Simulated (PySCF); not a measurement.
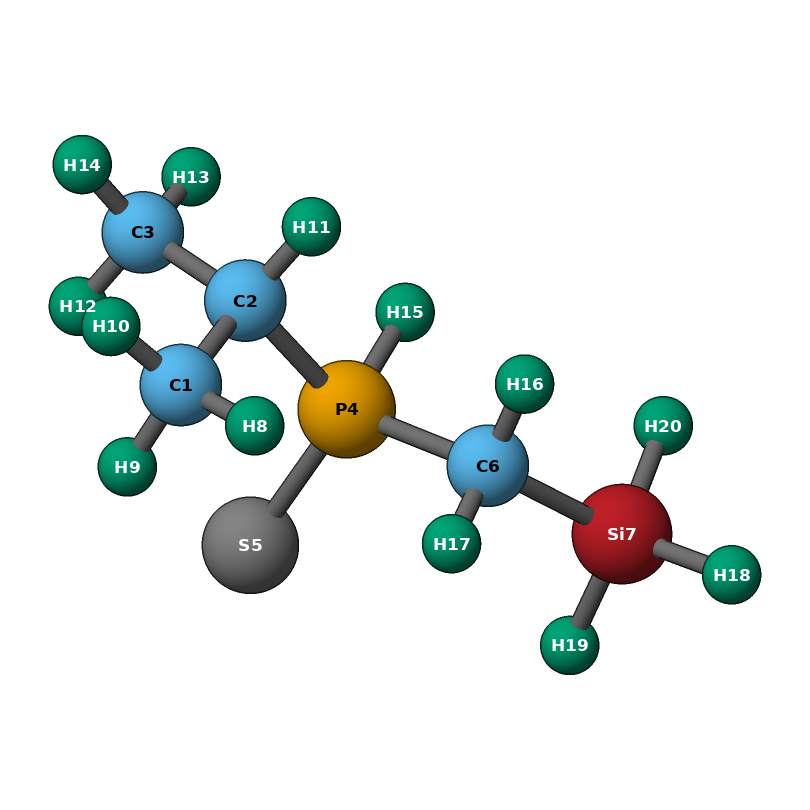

The computed structure is the end point of a GFN2-xTB optimisation. No frequency run is at hand to confirm it as a minimum. Level of theory: GIAO PBE0/pcSseg-1 NMR shielding, non-relativistic, gas phase (PySCF 2.14.0). Principal shieldings σ11 ≤ σ22 ≤ σ33, span Ω = σ33 − σ11, skew κ = 3(σiso − σ22)/Ω.

Give the shielding tensors of the P atoms.

```csv
atom,σ11,σ22,σ33,σiso,Ω,κ
P4,221.7,278.2,411.6,303.8,189.9,0.41
```

Shieldings and span in ppm.

The geometry is semi-empirical. Around P, Si such bond lengths and angles can be off by a tenth of an ångström or more and by several degrees, and values that hang on the shape move with them.
